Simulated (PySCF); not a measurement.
Molecule (SMILES): OO (H2O2).
Geometry (B3LYP-D3(BJ)/def2-TZVP, fixed):
```
O
H 1 0.9680
O 1 1.4504 2 100.54
H 3 0.9680 1 100.54 2 115.91
```

Basis-set convergence of the mean static polarisability at HF with PySCF. All functions are spherical. Density fitting with generated auxiliary sets. No added dispersion term, no relativity. Reference: the value in d-aug-cc-pVTZ, 14.44 bohr³, itself unsure by roughly 0.3 % (its mean distance from aug-pcseg-3, aug-cc-pVQZ, aug-pcseg-2). Deviations are taken from unrounded values.

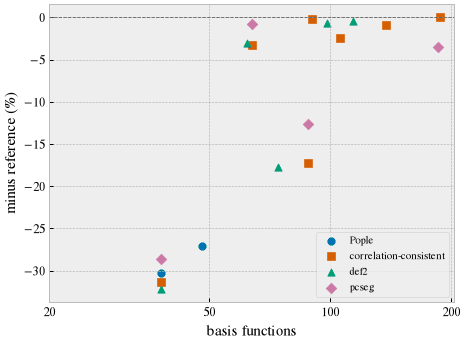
Figure. Deviation from the reference against the number of basis functions, by family of sets.

| basis | functions | mean static polarisability (bohr³) | minus reference (%) |
|---|---|---|---|
| 6-31G** | 38 | 10.06 | -30.3 |
| cc-pVDZ | 38 | 9.91 | -31.4 |
| def2-SVP | 38 | 9.80 | -32.1 |
| pcseg-1 | 38 | 10.31 | -28.6 |
| 6-311G** | 48 | 10.54 | -27.0 |
| def2-SVPD | 62 | 14.01 | -3.0 |
| aug-cc-pVDZ | 64 | 13.97 | -3.3 |
| aug-pcseg-1 | 64 | 14.33 | -0.8 |
| def2-TZVP | 74 | 11.89 | -17.7 |
| cc-pVTZ | 88 | 11.95 | -17.2 |
| pcseg-2 | 88 | 12.61 | -12.7 |
| d-aug-cc-pVDZ | 90 | 14.41 | -0.2 |
| def2-TZVPD | 98 | 14.34 | -0.7 |
| jun-cc-pV(T+d)Z | 106 | 14.09 | -2.5 |
| def2-TZVPPD | 114 | 14.38 | -0.5 |
| aug-cc-pVTZ | 138 | 14.32 | -0.9 |
| pcseg-3 | 186 | 13.93 | -3.6 |
| d-aug-cc-pVTZ | 188 | 14.44 | 0.0 |
